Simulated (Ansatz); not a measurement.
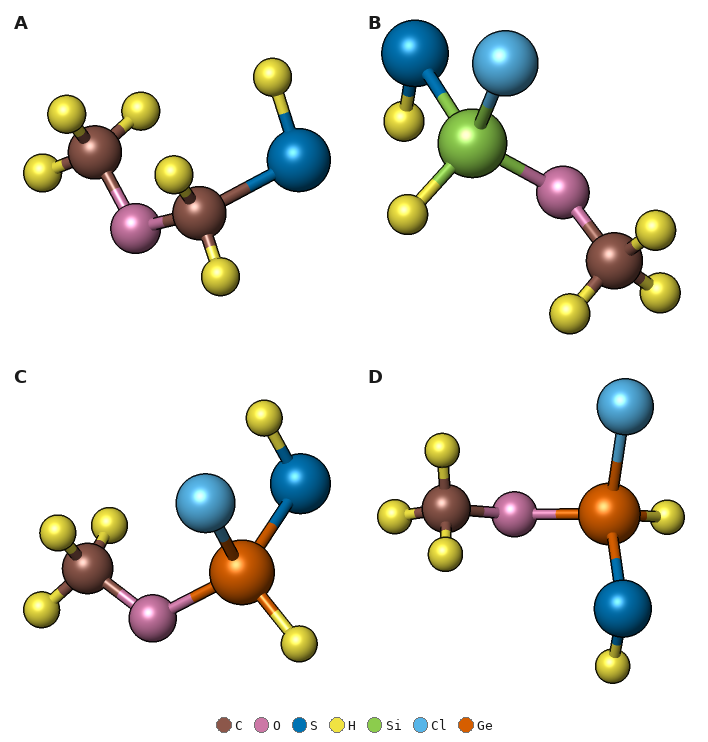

Simulated data, not a measurement (program: Ansatz).

Which panel belongs to which SMILES?
(1) C[O][Ge@H]([SH])[Cl]
(2) CO[Si@H](S)Cl
(3) C[O][Ge@@H]([SH])[Cl]
(4) COCS

A is (4), B is (2), C is (3), D is (1).
